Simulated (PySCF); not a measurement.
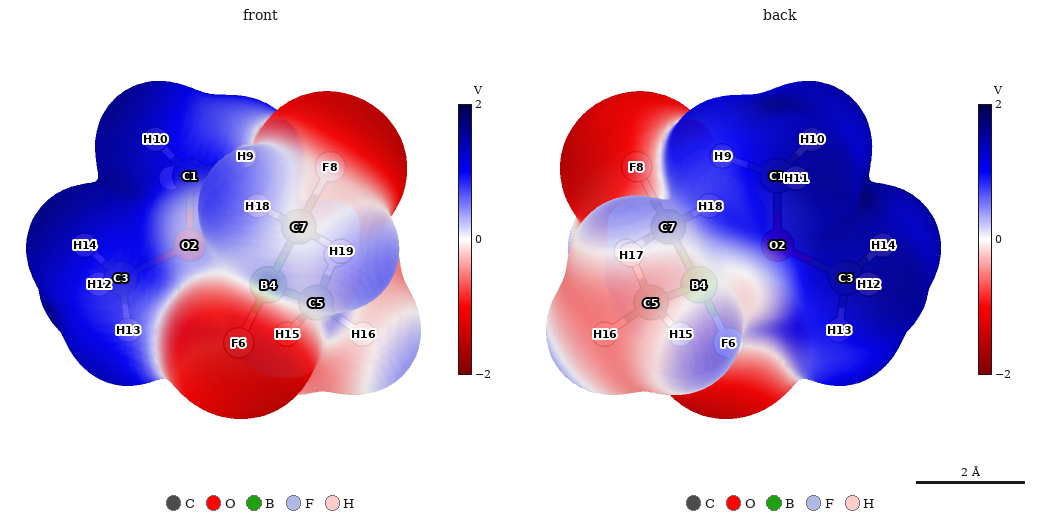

*C₄H₁₁BF₂O. The molecular electrostatic potential painted on the density surface at 0.004 e/bohr³, seen from the front and from behind; the colour scale runs from red (negative) to blue (positive).*

Geometry: GFN2-xTB.

All numbers below come from BP86/pcSseg-1, SCF density, gas phase, non-relativistic in PySCF.

Input file:

```
{"job": {"kind": "nmr", "xc": "BP86", "basis": "pcSseg-1", "pop": false}, "charge": 0, "multiplicity": 1}
C     -1.097264     0.219584    -1.346983
O     -0.819401     0.081594     0.029331
C     -1.950911     0.167286     0.867874
B      0.819640    -0.103468     0.626463
C      1.267384    -1.573299     0.162883
F      0.591731     0.048769     1.967291
C      1.625433     1.175107     0.025728
F      1.901351     1.067095    -1.334953
H     -0.155044     0.160723    -1.883984
H     -1.570547     1.186509    -1.548482
H     -1.761791    -0.583263    -1.683294
H     -2.662799    -0.629531     0.628279
H     -1.604035     0.053382     1.891630
H     -2.442083     1.139515     0.753488
H      0.558703    -2.335469     0.478201
H      2.224800    -1.822773     0.614325
H      1.391384    -1.650704    -0.913484
H      1.087446     2.121186     0.145250
H      2.596006     1.277758     0.520437
```

Launched as:

```sh
OMP_NUM_THREADS=1 python ens_run.py task.json out
```

Question: Which sites attract a positive test charge, and which a negative one?

Answer: A positive charge is drawn to the negative regions and a negative charge to the positive ones. The most negative region (about −1.5 V) lies over F6 and F8, the most positive (about +1.6 V) over the C and H atoms.

Question: What dipole moment does the calculation give?

Answer: Its dipole moment is 4.35 D.
